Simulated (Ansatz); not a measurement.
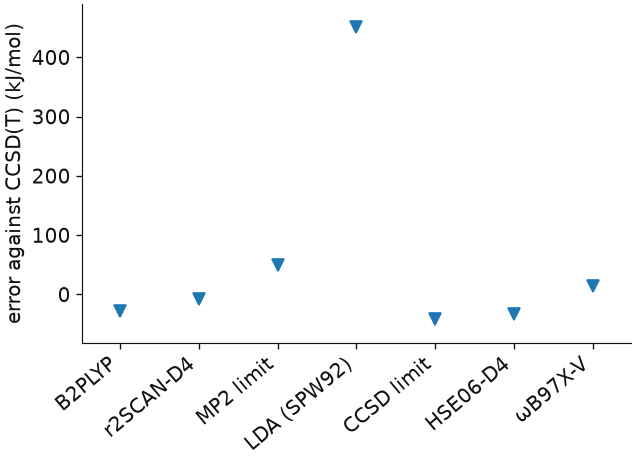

Error in the electronic atomisation energy (method less reference, so positive means overbinding) of BSiNH₆O, SMILES BO[SiH2]N: functionals in def2-TZVPP against frozen-core CCSD(T) at the limit (MP2 extrapolated from triple and quadruple zeta, plus CCSD(T) less MP2 in a smaller set), which gives 3621.6 kJ/mol, at a PBE0-D4/def2-TZVP geometry (a minimum by its frequencies), no zero-point or spin-orbit term, the Ansatz code 0.2.0. The reference leaves out core correlation, a term that grows with the number of heavy atoms. B2PLYP holds a correlation term that converges slowly with the basis, so part of the distance to the limit is basis error. No dispersion term is added to B2PLYP. Limit means the basis limit.

What range do the values span?

From −42.1 kJ/mol (CCSD limit) to 450.6 kJ/mol (LDA (SPW92)).

Which of these levels overbind, and which underbind?

Overbind: MP2 limit and LDA (SPW92). Underbind: B2PLYP, CCSD limit and HSE06-D4. Within 20 kJ/mol of zero, too close to call in view of what the reference leaves out: r2SCAN-D4 and ωB97X-V.

Limits of at least one run: one conformer of a flexible molecule.
